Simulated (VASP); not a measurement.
Consider the following.

```xyz
6
Lattice="-2.0005 2.0005 5.1264 2.0005 -2.0005 5.1264 2.0005 2.0005 -5.1264" Properties=species:S:1:pos:R:3 pbc="T T T"
Sn     0.0000     0.0000     5.1264
Sn     2.0005     0.0000     2.5632
O      0.0000     0.0000     3.0422
O      2.0005     0.0000     0.4790
O      2.0005     0.0000     4.6474
O      0.0000     0.0000     7.2106
```

All values below come from r2SCAN meta-GGA, VASP's PBE PAW potentials (set 64) (plane waves; VASP). Run with 520 eV cut-off, 9×9×9 Γ-centred mesh, tetrahedra with Blöchl corrections, potentials Sn_d O.

Unless said otherwise, spin-orbit coupling is left out, though it shifts the bands of the heavy elements here.

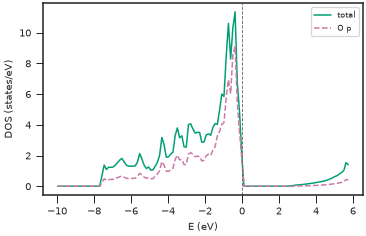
Total and projected density of states, zero at the valence-band maximum

Within 2 eV below the valence-band maximum the largest weight inside VASP's projection spheres is O p.

The gap is indirect, 2.29 eV, from the valence maximum at P to the conduction minimum at Γ.

The structure was generated: SnO2 was put into the anatase type (I4_1/amd), which need not be its known phase. It was relaxed first.
